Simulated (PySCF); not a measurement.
Al2(mu-OH)2(H)4, H6Al2O2, singlet, CAM-B3LYP/def2-SVP optimised geometry. Atoms within 1.6 Å of the plane z = 0.0 Å (x, y, z in Å): Al1 (-1.11, -0.92, 0.00), Al2 (1.11, 0.92, 0.00), O3 (0.76, -0.92, 0.00), H4 (1.37, -1.66, -0.01), H5 (-1.71, -1.42, 1.37), H6 (-1.70, -1.40, -1.38), O7 (-0.76, 0.92, 0.01), H8 (-1.37, 1.66, 0.02), H9 (1.71, 1.41, 1.37), H10 (1.69, 1.41, -1.38).

Computed with CAM-B3LYP/def2-TZVP run with PySCF 2.14.0. Cells within 0.4 Å of a nucleus heavier than hydrogen are left out (blank, or x).

Map of the electrostatic potential (hartree/e), clipped to [-0.08, 0.12] on the plane z = 0.0 Å:

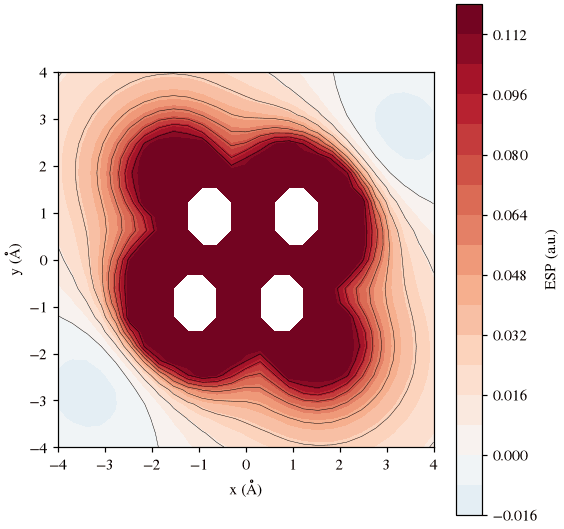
*Electrostatic potential (hartree/e), clipped to [-0.08, 0.12] on the plane z = 0.0 Å.*
